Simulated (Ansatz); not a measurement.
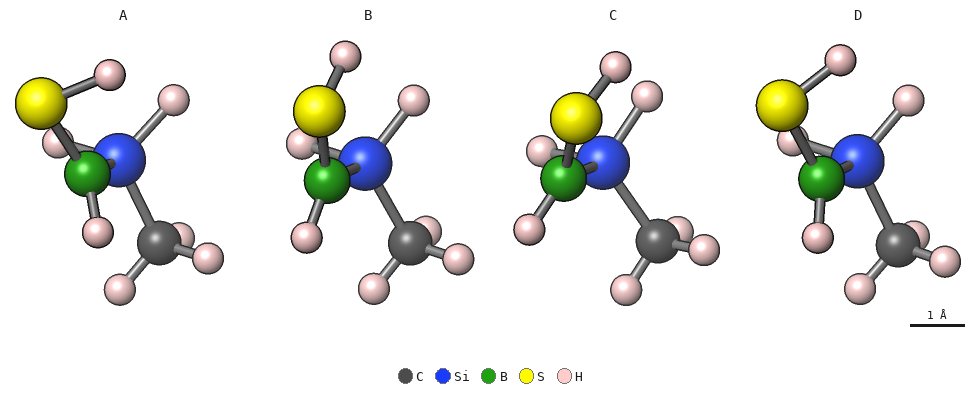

4 geometries from one relaxation of CH7BSSi, in shuffled order. Style: ball-and-stick. Shown from a free direction.

The run prepares an end point of a later path (torsion) calculation, from a guessed geometry.

Method: Ansatz 0.2.0, RKS BHLYP-D4/6-31G*. Set-up: no spin polarisation; force threshold 0.015 eV/Å; at most 40 steps.

Order the frames from highest to lowest energy.

Answer. A, D, B, C. They are steps 0, 3, 8, 19, at +33.6 kcal/mol, +13.6 kcal/mol, +0.59 kcal/mol relative to the last. The largest move after the best rigid fit is that of an H atom, 1.10 Å. Largest moves by element: H 1.10 Å, S 0.99 Å, B 0.28 Å, C 0.17 Å, Si 0.13 Å. Some distances before and after: H–S 1.447 → 1.338 Å, B–Si 1.921 → 2.013 Å, B–S 1.861 → 1.775 Å, C–H 1.166 → 1.087 Å. Among the angles between lasting bonds that change: B–S–H 90.4° → 100.8°, S–B–H 117.7° → 113.0°, C–Si–B 108.0° → 112.1°. Groups turn about B–S by about 85°, B–Si by about 55°. Over 18 accepted moves (19 points after the start) the energy falls by 33.6 kcal/mol. Largest force component: 2.7 eV/Å at the start, 0.011 eV/Å at the end. The line search rejected the trial step at point 7 of the run. The run took 2.6 min on 1 thread of Arm Neoverse N1, on a shared host, peak memory 0.16 GiB.
